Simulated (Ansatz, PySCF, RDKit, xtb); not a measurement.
# SiSbH4F: ranking a sample of isomers

Which of a sample of isomers of SiSbH4F is the most stable in the gas at 298.15 K, and what are its properties? The sample is small against all isomers, and the most stable one of this formula need not be in it. One structure proposed beforehand is put among the starts (marked given), to see whether the search confirms or beats it.

Plan: many cheap relaxations first (GFN2-xTB), then density-functional screening, relaxation at PBE0-D4/def2-SVP, vibrations and a final energy. The numbers are computed, not measured.

3 further runs of the same task are left out: 3 set aside as unsound or not needed.

### 1 Candidates

Isomers were drawn by moving bonds and hydrogen atoms under normal valences; this is a sample, not all of them. O–O, O–halogen and N–halogen bonds and N–N–N chains are not drawn. That gives 2 candidates.

```csv
label,SMILES,spin
c495,[F][SbH][SiH3],singlet
c909,F[SiH2][SbH2],singlet
```

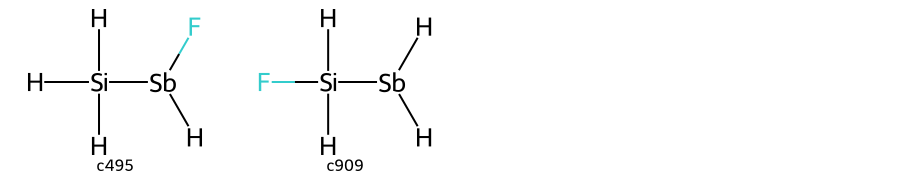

Structural formulas of the candidates.

Candidates are built by distance geometry, with a force field where one applies, in up to four conformers (letters a to d).

### 2 Cheap relaxation of all starts

All 3 starts are relaxed the same way. One of them, c495a (given structure), in full:

start.xyz reads:

```xyz
7
c495a
F     -0.493600    -2.123200     1.145100
Sb    -1.504300    -0.773100    -0.032700
Si     0.397900     0.845600     0.062900
H     -0.785500    -1.498400    -1.499200
H      1.690000     0.108700    -0.166500
H      0.462900     1.496300     1.400600
H      0.293900     1.876300    -0.955900
```

The run is started by

```console
$ xtb start.xyz --gfn 2 --opt
```

Output, shortened:

```text
* xtb version 6.7.1
[...]
          :  # basis functions                  28          :
[...]
          :  # electrons                        20          :
[...]
          :  Hamiltonian                  GFN2-xTB          :
[...]
          :  net charge                          0          :
          :  unpaired electrons                  0          :
[...]
   *** convergence criteria satisfied after 12 iterations ***
[...]
   *** GEOMETRY OPTIMIZATION CONVERGED AFTER 8 ITERATIONS ***
[...]
   *** convergence criteria satisfied after 3 iterations ***
[...]
         ::                     SUMMARY                     ::
         :::::::::::::::::::::::::::::::::::::::::::::::::::::
         :: total energy             -10.755878257965 Eh    ::
         :: gradient norm              0.000438795327 Eh/a0 ::
         :: HOMO-LUMO gap              3.254849618427 eV    ::
         ::.................................................::
         :: SCC energy               -10.790206687304 Eh    ::
         :: -> isotropic ES            0.045702102311 Eh    ::
         :: -> anisotropic ES          0.000718855824 Eh    ::
         :: -> anisotropic XC          0.000576308129 Eh    ::
         :: -> dispersion             -0.004210955130 Eh    ::
         :: repulsion energy           0.034328429339 Eh    ::
         :: add. restraining           0.000000000000 Eh    ::
         :: total charge              -0.000000000000 e     ::
         :::::::::::::::::::::::::::::::::::::::::::::::::::::
[...]
        10        2.0000           -0.3634589              -9.8902 (HOMO)
        11                         -0.2438453              -6.6354 (LUMO)
[...]
     #   Z          covCN         q      C6AA      α(0)
     1   9 F        0.712    -0.374    13.209     4.292
     2  51 Sb       2.568     0.305   364.934    36.448
     3  14 Si       3.676     0.407    99.635    19.126
     4   1 H        0.936    -0.100     5.547     3.682
     5   1 H        0.919    -0.049     4.071     3.156
     6   1 H        0.919    -0.086     5.113     3.536
     7   1 H        0.918    -0.103     5.658     3.720
[...]
     #   Z sym  total        # sym  WBO       # sym  WBO       # sym  WBO
 ---------------------------------------------------------------------------
     1   9 F    1.057 --     2 Sb   1.028
     2  51 Sb   2.984 --     1 F    1.028     4 H    0.943     3 Si   0.879
     3  14 Si   3.570 --     6 H    0.888     7 H    0.887     5 H    0.882
                             2 Sb   0.879
     4   1 H    0.990 --     2 Sb   0.943
     5   1 H    0.998 --     3 Si   0.882
     6   1 H    0.993 --     3 Si   0.888
     7   1 H    0.989 --     3 Si   0.887
 ---------------------------------------------------------------------------
[...]
molecular dipole:
                 x           y           z       tot (Debye)
 q only:       -0.302       1.330      -0.511
   full:       -0.709       1.172      -0.628       3.830
molecular quadrupole (traceless):
[...]
          | TOTAL ENERGY              -10.755878257965 Eh   |
          | GRADIENT NORM               0.000438795327 Eh/α |
          | HOMO-LUMO GAP               3.254849618427 eV   |
           -------------------------------------------------
[...]
```

Run time: 0.033 s. Hardware: 2 threads of AMD EPYC 9R45 (Zen 5), shared host.

### 3 The minima found

3 of the 3 relaxations converged; 1 ended on a minimum already found. 2 distinct structures remain:

```csv
label,start,SMILES after,spin,energy (kcal/mol)
c909a,drawn,F[SiH2][SbH2],singlet,0.0
c495a,given,[F][SbH][SiH3],singlet,3.2
```

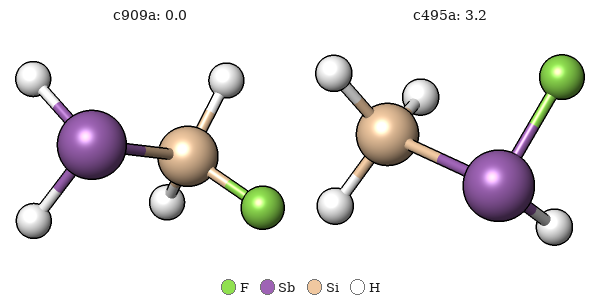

The 2 lowest minima that did not fall apart, with their GFN2-xTB energies in kcal/mol.

### 4 Single points on the low minima

A choice of the minima (the low ones first, few conformers of a pattern, up to a cap) and the lowest that fell apart get a single point at r2SCAN-D4/def2-SVP on the tight-binding geometry, and one at HF/STO-3G for comparison. The lowest singlets are also tried as triplets at the same geometry (label ending in t). The first, c495a:

input.yaml reads:

```yaml
crystal:
  periodic: [false, false, false]
  atoms:
    - {symbol: F, position_ang: [-0.516677, -2.099174, 1.093032]}
    - {symbol: Sb, position_ang: [-1.537454, -0.783446, -0.060242]}
    - {symbol: Si, position_ang: [0.459069, 0.817979, 0.070108]}
    - {symbol: H, position_ang: [-0.834149, -1.523079, -1.435122]}
    - {symbol: H, position_ang: [1.759373, 0.192211, -0.144773]}
    - {symbol: H, position_ang: [0.457702, 1.472138, 1.377966]}
    - {symbol: H, position_ang: [0.273435, 1.855571, -0.946670]}
basis:
  gaussian:
    orbitals: def2-SVP
total_charge: 0
hamiltonian:
  xc: r2scan
  dispersion: d4
scf:
  lower_state_search: off
output:
  orbitals: {seedname: orbitals}
```

The run is started by

```console
$ ansatz run input.yaml --threads 2 --pin off --max-ram 5220MiB --events-out events.jsonl --progress --plain --runs-dir runs
```

Output, shortened:

```text
Warning: RAYON_NUM_THREADS=2 ignored (pool sized by the plan → 2); use --threads N
Functional definition: r2SCAN
  name "r2SCAN"
[...]
892 factors; their error is unknown
[...]
mean field -17193.09524261 eV, -631.8345962673 hartree, gradient 3.5e-6 eV, S^2 0.000000; 0 other end points of the search recorded, 0 dependent functions left out
reference -17193.09525205 eV, -631.8345966144 hartree; 25, 25 occupied and 53, 53 virtual orbitals, 892 factors
Total energy: -17193.12752807 eV, -631.8357827362 hartree
Checks for a lower state left out: stability, starts, cluster_reference, orbital_swaps, neighbouring_geometries, increment
```

Wall time 0.48 s (2 threads of AMD EPYC 9R45 (Zen 5), shared host).

Relative energies in kcal/mol, each column from its lowest structure that stays in one piece:

```csv
label,SMILES,spin,GFN2-xTB,HF/STO-3G,r2SCAN-D4/def2-SVP
c909a,F[SiH2][SbH2],singlet,0.0,0.0,0.0
c495a,[F][SbH][SiH3],singlet,3.2,17.4,23.7
c495at,[F][SbH][SiH3],triplet,–,–,100.3
c909at,F[SiH2][SbH2],triplet,–,–,108.2
```

### 5 Refinement at PBE0-D4/def2-SVP

3 candidates are relaxed at PBE0-D4/def2-SVP (chosen among the lowest in one piece, with other spins of them). The first, c495a:

Edit input.yaml of step 4 so:

```diff
@@ -13,9 +13,8 @@
     orbitals: def2-SVP
-total_charge: 0
 hamiltonian:
-  xc: r2scan
+  xc: {name: PBE0}
   dispersion: d4
 scf:
-  lower_state_search: off
-output:
-  orbitals: {seedname: orbitals}
+  lower_state_search: "off"
+relax:
+  f_tol: 0.003
```

The run is started by

```console
$ ansatz run input.yaml --threads 2 --pin off --max-ram 5220MiB --events-out events.jsonl --progress --plain --runs-dir runs
```

Output, shortened:

```text
Warning: RAYON_NUM_THREADS=2 ignored (pool sized by the plan → 2); use --threads N
[...]
Functional definition: PBE0
  name "PBE0"
[...]
896 factors; integrals over basis functions are off by at most 4.8e-4 eV
[...]
mean field -17186.59838208 eV, -631.5958410467 hartree, gradient 6.3e-6 eV, S^2 0.000000; 0 other end points of the search recorded, 0 dependent functions left out
[...]
reference -17186.59840661 eV, -631.5958419481 hartree; 25, 25 occupied and 53, 53 virtual orbitals, 896 factors
relax step   1: F+E_penalty+E_count = -17186.72172206 eV  Δ(F+E_penalty+E_count) = +0.000e0 eV  max|allowed force component| = 1.219e0 eV/Å  Δτ_max = 0.0000 Å  (14 SCF iters, accepted)
[...]
relax step   6: F+E_penalty+E_count = -17186.84766909 eV  Δ(F+E_penalty+E_count) = -8.200e-5 eV  max|allowed force component| = 6.426e-3 eV/Å  Δτ_max = 0.0103 Å  (13 SCF iters, accepted)
[...]
relax step   7: F+E_penalty+E_count = -17186.84768107 eV  Δ(F+E_penalty+E_count) = -1.199e-5 eV  max|allowed force component| = 2.236e-3 eV/Å  Δτ_max = 0.0041 Å  (12 SCF iters, accepted)
Total energy: -17186.84770605 eV, -631.6050035335 hartree
Atom 0 at    -0.559691    -2.107159     1.138014 Å, force    -0.000970     0.000870    -0.000974 eV/Å
Atom 1 at    -1.493796    -0.854174    -0.034815 Å, force    -0.002005    -0.001782     0.002236 eV/Å
Atom 2 at     0.463546     0.844554     0.070568 Å, force     0.001836     0.000769    -0.000398 eV/Å
Atom 3 at    -0.837514    -1.491782    -1.497012 Å, force     0.000629    -0.000178    -0.000888 eV/Å
Atom 4 at     1.764578     0.150139    -0.154129 Å, force     0.000828     0.000822     0.000368 eV/Å
Atom 5 at     0.467713     1.500677     1.412084 Å, force    -0.000041    -0.000434    -0.000408 eV/Å
Atom 6 at     0.256464     1.889944    -0.980410 Å, force    -0.000277    -0.000067     0.000065 eV/Å
Dipole moment:    -0.229706     0.355206    -0.289230 e Å
Checks for a lower state left out: stability, starts, cluster_reference, orbital_swaps, neighbouring_geometries, increment
```

It took 4.2 s on 2 threads of AMD EPYC 9R45 (Zen 5), shared host.

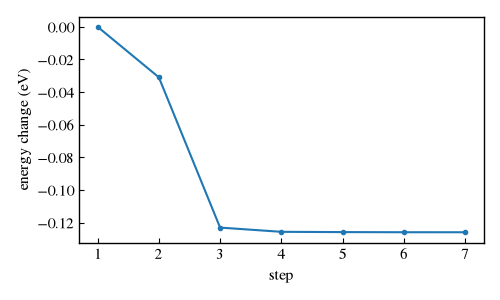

Energy along the run, all evaluated steps.

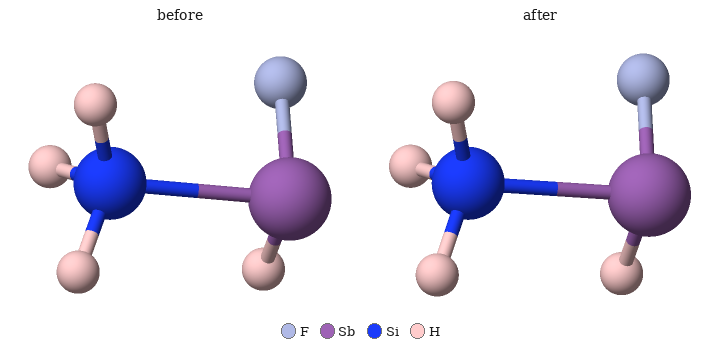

Before and after, at one scale.

After the run. Bond lengths: F1–Sb2 1.954 Å, Sb2–Si3 2.594 Å, Sb2–H4 1.725 Å, Si3–H5 1.492 Å, Si3–H6 1.493 Å, Si3–H7 1.497 Å. Angles: F1–Sb2–Si3 92.0°, F1–Sb2–H4 95.2°, Si3–Sb2–H4 89.4°, Sb2–Si3–H5 110.3°, Sb2–Si3–H6 109.0°, Sb2–Si3–H7 108.9°, H5–Si3–H6 109.7°, H5–Si3–H7 109.9°, H6–Si3–H7 108.9°.

### 6 The relaxed candidates

```csv
label,spin,r2SCAN-D4/def2-SVP (kcal/mol),"PBE0-D4/def2-SVP, relaxed (kcal/mol)",time
c909a,singlet,0.0,0.0,4.8 s
c495a,singlet,23.7,24.6,4.2 s
c495at,triplet,100.3,74.8,22 s
```

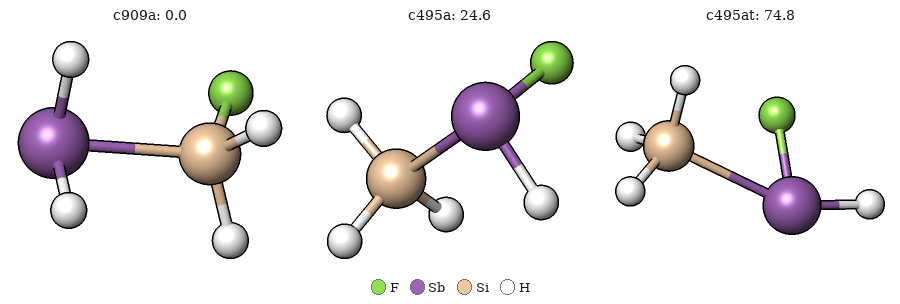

The relaxed structures, with energies at PBE0-D4/def2-SVP in kcal/mol.

### 7 Vibrations and thermal terms

The lowest few in one piece go on as finalists. Harmonic vibrations at PBE0-D4/def2-SVP test each finalist and give the zero-point energy and the thermal terms. The first, c495a:

input.yaml reads:

```yaml
basis:
  gaussian: {orbitals: def2-SVP}
crystal:
  periodic: [false, false, false]
  atoms:
    - {symbol: F, position_ang: [-0.559691, -2.107159, 1.138014]}
    - {symbol: Sb, position_ang: [-1.493796, -0.854174, -0.034815]}
    - {symbol: Si, position_ang: [0.463546, 0.844554, 0.070568]}
    - {symbol: H, position_ang: [-0.837514, -1.491782, -1.497012]}
    - {symbol: H, position_ang: [1.764578, 0.150139, -0.154129]}
    - {symbol: H, position_ang: [0.467713, 1.500677, 1.412084]}
    - {symbol: H, position_ang: [0.256464, 1.889944, -0.980410]}
hamiltonian: {xc: pbe0, dispersion: d4}
scf: {lower_state_search: off}
phonons: {}
```

The run is started by

```console
$ ansatz run input.yaml --threads 2 --pin off --max-ram 5220MiB --events-out events.jsonl --progress --plain --runs-dir runs
```

Output, shortened:

```text
Warning: RAYON_NUM_THREADS=2 ignored (pool sized by the plan → 2); use --threads N
[... 2 set-up lines as earlier in the session ...]
[...]
899 factors; integrals over basis functions are off by at most 2.8e-4 eV
[...]
mean field -17186.72487173 eV, -631.6004894554 hartree, gradient 4.6e-6 eV, S^2 0.000000; 0 other end points of the search recorded, 0 dependent functions left out
[...]
reference -17186.72489669 eV, -631.6004903729 hartree; 25, 25 occupied and 53, 53 virtual orbitals, 899 factors
[...]
899 factors; integrals over basis functions are off by at most 2.8e-4 eV
mean field -17186.72484915 eV, -631.6004886257 hartree, gradient 2.7e-6 eV, S^2 0.000000; 0 other end points of the search recorded, 0 dependent functions left out
[...]
reference -17186.72487411 eV, -631.6004895432 hartree; 25, 25 occupied and 53, 53 virtual orbitals, 899 factors
[...]
899 factors; integrals over basis functions are off by at most 2.8e-4 eV
[...]
Total energy: -17186.84772056 eV, -631.6050040669 hartree
Atom 0 at    -0.559691    -2.107159     1.138014 Å, force    -0.000877     0.000751    -0.000943 eV/Å
Atom 1 at    -1.493796    -0.854174    -0.034815 Å, force    -0.002083    -0.001610     0.002211 eV/Å
Atom 2 at     0.463546     0.844554     0.070568 Å, force     0.001792     0.000695    -0.000416 eV/Å
Atom 3 at    -0.837514    -1.491782    -1.497012 Å, force     0.000657    -0.000192    -0.000881 eV/Å
Atom 4 at     1.764578     0.150139    -0.154129 Å, force     0.000824     0.000824     0.000376 eV/Å
Atom 5 at     0.467713     1.500677     1.412084 Å, force    -0.000058    -0.000397    -0.000420 eV/Å
Atom 6 at     0.256464     1.889944    -0.980410 Å, force    -0.000254    -0.000071     0.000074 eV/Å
Dipole moment:    -0.229706     0.355206    -0.289231 e Å
Vibrations: 96.44 113.35 305.43 402.08 481.24 612.64 623.86 662.27 851.25 926.75 932.73 1932.28 2217.10 2239.16 2251.67 cm⁻¹, zero-point energy 0.908077 eV
Checks for a lower state left out: stability, starts, cluster_reference, orbital_swaps, neighbouring_geometries, increment
```

Wall time 21 s (2 threads of AMD EPYC 9R45 (Zen 5), shared host).

### 8 Zero-point energy and free-energy terms

At 298.15 K and 1 atm, ideal gas, rigid rotor and harmonic oscillator:

```csv
label,SMILES,spin,point group,lowest mode (cm⁻¹),zero-point (kcal/mol),G − E (kcal/mol)
c909a,F[SiH2][SbH2],singlet,C1,88,21.1,1.4
c495a,[F][SbH][SiH3],singlet,C1,96,20.9,1.2
c495at,[F][SbH][SiH3],triplet,Cs,63,19.8,-0.7
```

Chiral structures get −RT ln 2 for their mirror image.

### 9 Last filter: a higher level

Each finalist gets a single point at CCSD(T)/def2-TZVP.

c909a, CCSD(T)/def2-TZVP:

input.yaml reads:

```yaml
crystal:
  periodic: [false, false, false]
  atoms:
    - {symbol: F, position_ang: [-0.599762, 1.845399, -2.728082]}
    - {symbol: Sb, position_ang: [-0.809191, -1.578985, -3.142201]}
    - {symbol: Si, position_ang: [0.462637, 0.609090, -2.665187]}
    - {symbol: H, position_ang: [1.490662, 0.830848, -3.725040]}
    - {symbol: H, position_ang: [1.112680, 0.640941, -1.323109]}
    - {symbol: H, position_ang: [0.666602, -2.426019, -2.902024]}
    - {symbol: H, position_ang: [-1.210478, -1.738714, -1.482062]}
basis:
  gaussian:
    orbitals: def2-TZVP
correlation:
  method: ccsd_t
  frozen_orbitals: {F: 1, Sb: 4, Si: 5, H: 0}
```

The run is started by

```console
$ ansatz run input.yaml --threads 2 --pin off --max-ram 5220MiB --events-out events.jsonl --progress --plain --runs-dir runs
```

Output, shortened:

```text
Warning: RAYON_NUM_THREADS=2 ignored (pool sized by the plan → 2); use --threads N
Functional definition: HF
  name "HF"
[...]
1089 factors; integrals over basis functions are off by at most 1.0e-3 eV
[...]
mean field -17145.04333702 eV, -630.0687213078 hartree, gradient 3.3e-6 eV, S^2 0.000000; 0 other end points of the search recorded, 0 dependent functions left out
10 core orbitals not correlated: weight in the atoms' cores, before any rotation towards them, 1.000 or more for the frozen orbitals, at most 0.000 for the correlated occupied ones
reference -17145.04333702 eV, -630.0687213078 hartree; 15, 15 occupied and 117, 117 virtual orbitals, 1089 factors
second order -19.49979670 eV of doubles, -0.00000000 eV of singles
cycle   1  -19.47659328 eV  change    2.3e-2 eV  update   1.1e-1
[...]
cycle  10  -20.08208339 eV  change   -1.3e-5 eV  update   8.4e-6
perturbative correction -0.58162095 eV, -0.0213741758 hartree
Total energy: -17165.70704137 eV, -630.8280984360 hartree
```

Run time: 9.3 s. Hardware: 2 threads of AMD EPYC 9R45 (Zen 5), shared host; peak memory 0.99 GiB.

### 10 c495a at CCSD(T)/def2-TZVP

input.yaml reads:

```yaml
crystal:
  periodic: [false, false, false]
  atoms:
    - {symbol: F, position_ang: [-0.559691, -2.107159, 1.138014]}
    - {symbol: Sb, position_ang: [-1.493796, -0.854174, -0.034815]}
    - {symbol: Si, position_ang: [0.463546, 0.844554, 0.070568]}
    - {symbol: H, position_ang: [-0.837514, -1.491782, -1.497012]}
    - {symbol: H, position_ang: [1.764578, 0.150139, -0.154129]}
    - {symbol: H, position_ang: [0.467713, 1.500677, 1.412084]}
    - {symbol: H, position_ang: [0.256464, 1.889944, -0.980410]}
basis:
  gaussian: {orbitals: def2-TZVP}
correlation: {method: ccsd_t, frozen_orbitals: {F: 1, Sb: 4, Si: 5, H: 0}}
```

The run is started by

```console
$ ansatz run input.yaml --threads 2 --pin off --max-ram 5220MiB --events-out events.jsonl --progress --plain --runs-dir runs
```

Output, shortened:

```text
Warning: RAYON_NUM_THREADS=2 ignored (pool sized by the plan → 2); use --threads N
[... 2 set-up lines as earlier in the session ...]
[...]
1087 factors; integrals over basis functions are off by at most 9.9e-4 eV
[...]
mean field -17143.91669729 eV, -630.0273180611 hartree, gradient 1.9e-6 eV, S^2 0.000000; 0 other end points of the search recorded, 0 dependent functions left out
10 core orbitals not correlated: weight in the atoms' cores, before any rotation towards them, 1.000 or more for the frozen orbitals, at most 0.000 for the correlated occupied ones
reference -17143.91669729 eV, -630.0273180611 hartree; 15, 15 occupied and 117, 117 virtual orbitals, 1087 factors
second order -19.46850986 eV of doubles, -0.00000000 eV of singles
cycle   1  -19.44188347 eV  change    2.7e-2 eV  update   1.2e-1
[...]
cycle  10  -20.09148980 eV  change   -3.7e-5 eV  update   2.5e-5
perturbative correction -0.60170816 eV, -0.0221123669 hartree
Total energy: -17164.60989524 eV, -630.7877790597 hartree
```

It took 9 s on 2 threads of AMD EPYC 9R45 (Zen 5), shared host; peak memory 0.98 GiB.

### 11 Free energies and the winner

Energies in kcal/mol from c909a; G adds the thermal terms to the CCSD(T)/def2-TZVP energy. The columns left of the relaxed level are at the tight-binding geometries.

```csv
label,SMILES,spin,r2SCAN-D4/def2-SVP,PBE0-D4/def2-SVP,HF/def2-TZVP,MP2/def2-TZVP,CCSD(T)/def2-TZVP,G,share at equilibrium,T1
c909a,F[SiH2][SbH2],singlet,0.0,0.0,0.0,0.0,0.0,0.0,100.0 %,0.014
c495a,[F][SbH][SiH3],singlet,23.7,24.6,26.0,26.7,25.3,25.1,< 0.1 %,0.015
c495at,[F][SbH][SiH3],triplet,100.3,74.8,71.2,81.8,79.0,76.9,< 0.1 %,0.018
```

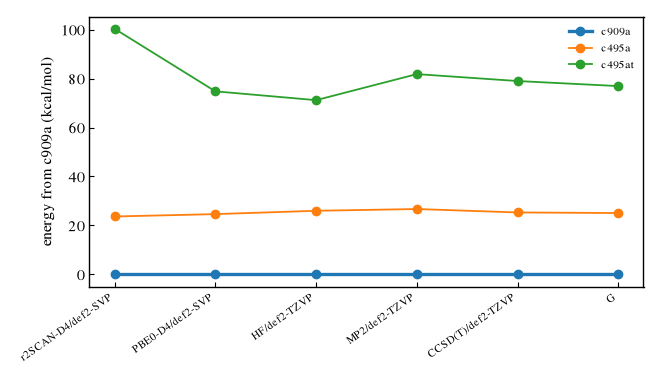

The finalists at each level, measured from c909a.

Lowest found: c909a, `F[SiH2][SbH2]`, a singlet of point group C1. Bond lengths: F1–Si3 1.631 Å, Sb2–Si3 2.575 Å, Si3–H4 1.493 Å, Si3–H5 1.492 Å, Sb2–H6 1.718 Å, Sb2–H7 1.715 Å. Angles: F1–Si3–Sb2 108.4°, F1–Si3–H4 108.0°, F1–Si3–H5 107.6°, Sb2–Si3–H4 109.6°, Sb2–Si3–H5 113.6°, Si3–Sb2–H6 88.2°, Si3–Sb2–H7 90.9°, H4–Si3–H5 109.6°, H6–Sb2–H7 91.1°.

```xyz
7

F    -0.5998    1.8454   -2.7281
Sb   -0.8092   -1.5790   -3.1422
Si    0.4626    0.6091   -2.6652
H     1.4907    0.8308   -3.7250
H     1.1127    0.6409   -1.3231
H     0.6666   -2.4260   -2.9020
H    -1.2105   -1.7387   -1.4821
```

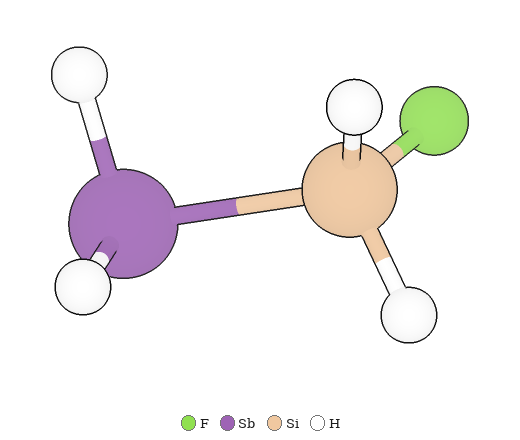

The lowest structure found, seen from a chosen angle (fluorine green, antimony purple, silicon light orange, hydrogen white).

[end of part 1 of 2]
